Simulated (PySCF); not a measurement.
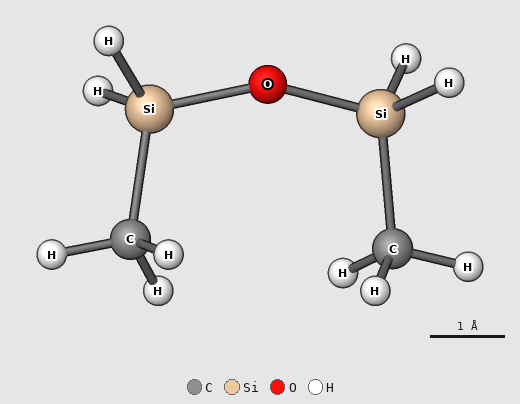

*The input geometry (ball-and-stick view, seen at a tilt).*

## NMR shielding calculation, with input and output: C2H10OSi2

C2H10OSi2, SMILES C[SiH2]O[SiH2]C, computed with GIAO WP04/pcSseg-1 NMR shielding, non-relativistic, gas phase (PySCF 2.14.0).

The geometry comes from this level: PBE0-D3(BJ)/def2-SVP. Figures and captions count atoms from 1; the log counts them from 0 in places.

**Input**
```
{"job": {"kind": "nmr", "xc": "WP04", "basis": "pcSseg-1", "pop": false}, "charge": 0, "multiplicity": 1}
C     -1.831384     1.001341     0.295292
Si    -1.470463    -0.721194     0.932071
O      0.037562    -1.225812     0.472195
Si     1.411330    -1.099123    -0.443738
C      1.893211     0.693413    -0.682668
H     -2.838018     1.319900     0.610298
H     -1.795091     1.034682    -0.804899
H     -1.105411     1.730540     0.687245
H     -2.484427    -1.682123     0.399814
H     -1.534494    -0.737818     2.424453
H      2.502861    -1.835145     0.260236
H      1.180360    -1.741968    -1.775033
H      2.055938     1.189130     0.286984
H      1.110453     1.246053    -1.225228
H      2.825972     0.767996    -1.264192
```

The first line tells a small driver script what to run in PySCF; the rest is the geometry in Å.

Run on 1 CPU thread, shared host.

Launched with:
```bash
OMP_NUM_THREADS=1 python <driver script> task.json out
```

**What the program printed**
```
coarse grid: 12712 points
cycle   1  E = -746.4443574912  dE =  1.308e-01  |g| = 1.223e+00  |ddm| = 3.408e+00
cycle   2  E = -745.7669009910  dE =  6.775e-01  |g| = 2.147e+00  |ddm| = 2.733e+00
cycle   3  E = -746.7028015828  dE = -9.359e-01  |g| = 3.117e-01  |ddm| = 2.261e+00
cycle   4  E = -746.7208102737  dE = -1.801e-02  |g| = 1.230e-01  |ddm| = 3.032e-01
cycle   5  E = -746.7244945635  dE = -3.684e-03  |g| = 1.221e-02  |ddm| = 9.954e-02
cycle   6  E = -746.7245383377  dE = -4.377e-05  |g| = 3.475e-03  |ddm| = 1.997e-02
cycle   7  E = -746.7245413585  dE = -3.021e-06  |g| = 5.582e-04  |ddm| = 4.522e-03
final grid: 111200 points
cycle   8  E = -746.7754357372  dE = -3.065e-05  |g| = 7.755e-03  |ddm| = 2.028e-02
cycle   9  E = -746.7754187155  dE =  1.702e-05  |g| = 1.182e-02  |ddm| = 1.283e-02
cycle  10  E = -746.7754485310  dE = -2.982e-05  |g| = 1.451e-03  |ddm| = 8.285e-03
cycle  11  E = -746.7754489196  dE = -3.886e-07  |g| = 2.379e-04  |ddm| = 1.184e-03
cycle  12  E = -746.7754489318  dE = -1.222e-08  |g| = 4.661e-05  |ddm| = 2.242e-04
cycle  13  E = -746.7754489323  dE = -4.395e-10  |g| = 8.715e-06  |ddm| = 5.751e-05
```

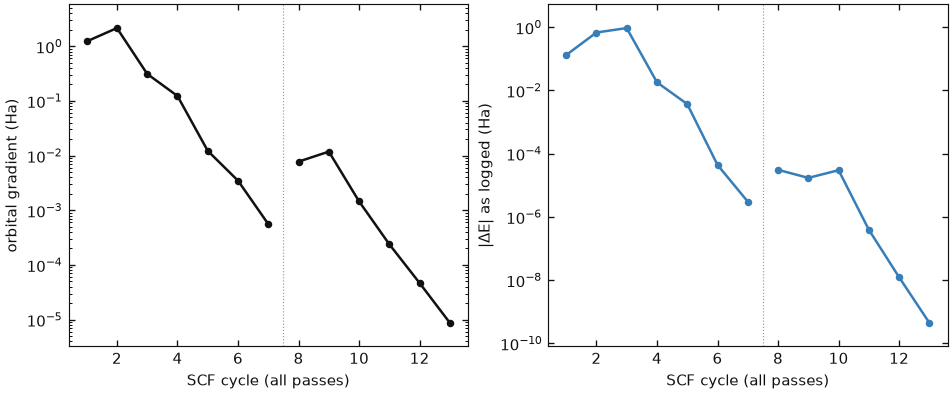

*Convergence of the self-consistent field: orbital gradient and size of the energy change against the SCF cycle. The dotted line marks the change from a coarse to the final integration grid.*

The first 7 cycles use a coarse grid, the final grid takes over at cycle 8, and the field converges after 13 cycles in all.

```
converged SCF energy = -746.7754489323

GIAO shielding tensors (ppm)
atom      isotropic    diamagn.    paramagn.     s11        s22        s33       span
  0 C      171.600     257.310     -85.710    160.932    173.827    180.042     19.110
  1 Si     366.785     881.741    -514.956    323.771    363.435    413.151     89.380
  2 O      301.404     404.444    -103.040    261.157    305.345    337.711     76.554
  3 Si     366.879     881.831    -514.953    322.137    365.670    412.829     90.692
  4 C      171.599     257.230     -85.631    160.769    173.892    180.136     19.368
  5 H       31.586      28.777       2.809     28.075     28.101     38.581     10.506
  6 H       31.175      34.232      -3.056     27.769     29.754     36.003      8.235
  7 H       31.144      34.616      -3.472     27.484     30.007     35.941      8.457
  8 H       27.293      29.319      -2.026     23.835     25.749     32.294      8.459
  9 H       27.331      29.578      -2.247     23.895     25.766     32.333      8.438
 10 H       27.350      29.069      -1.719     23.818     25.804     32.429      8.611
 11 H       27.279      30.171      -2.892     23.943     25.755     32.139      8.196
 12 H       31.129      33.369      -2.240     27.812     29.387     36.187      8.375
 13 H       31.188      35.216      -4.028     27.298     30.240     36.025      8.727
 14 H       31.601      28.861       2.740     28.059     28.152     38.593     10.534
```

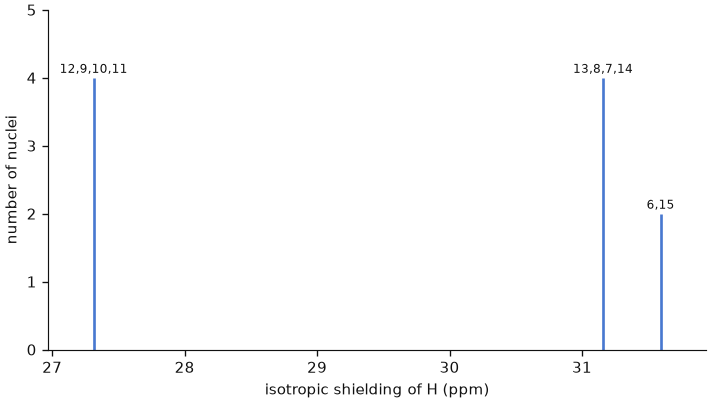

*Isotropic shieldings of the hydrogen nuclei in this fixed geometry, labelled by atom number; shielding grows to the right, so chemical shift grows to the left.*

The least shielded is H12 (27.3 ppm), the most shielded H15 (31.6 ppm).

**Results in brief**

```csv
quantity,value
outcome,converged
total energy,−746.775449 hartree
HOMO,−9.44 eV
LUMO,−0.84 eV
dipole moment,1.52 D
"isotropic shielding, C",171.6 ppm
"isotropic shielding, Si",366.8 to 366.9 ppm
"isotropic shielding, O",301.4 ppm
"isotropic shielding, H",27.3 to 31.6 ppm
wall time,10 s
peak memory,0.73 GiB
```
